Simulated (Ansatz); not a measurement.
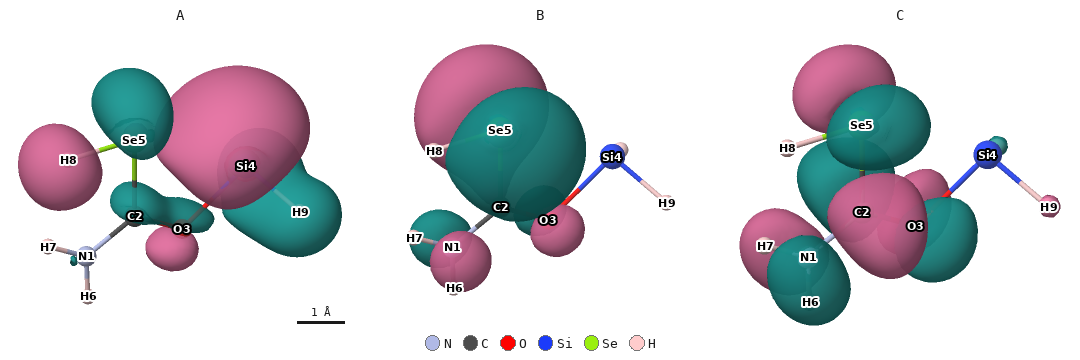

The picture shows: CH₅NOSeSi. Three frontier orbitals at ±0.08 Å⁻³ᐟ² (teal and pink are the two phases), in no order.

These are results of Ansatz 0.2.0, RKS revPBE-D4/def2-SVP, not measurements.

```xyz
10

N    -1.0194   -1.2435    0.5531
C    -0.5164   -0.0862    0.1001
O     0.7350    0.1317    0.1743
Si    1.2409    1.8405   -0.5253
Se   -1.6537    1.2739   -0.6700
H    -0.3896   -1.9405    0.9543
H    -2.0224   -1.4229    0.4954
H    -2.8415    0.2990   -0.3946
H     2.0771    2.2506    0.6909
H     2.3709    1.3039   -1.4095
```

Q: Which picture is the HOMO−1, the HOMO and the LUMO?

A: B is the HOMO−1 (−6.12 eV). Its weight (Hirshfeld) is mainly on Se5 (about 80 %); largely a lone pair of Se5. A is the HOMO (−4.38 eV). Its weight (Hirshfeld) is mainly on Si4 (about 55 %), Se5 (about 15 %), H8 (about 5 %), H9 (about 5 %) and H10 (about 5 %). C is the LUMO (−1.61 eV). By Hirshfeld shares it lies mainly on C2 (about 40 %), O3 (about 20 %), N1 (about 20 %) and Se5 (about 15 %).

Q: What is the HOMO–LUMO gap?

A: 2.77 eV between the orbital energies.
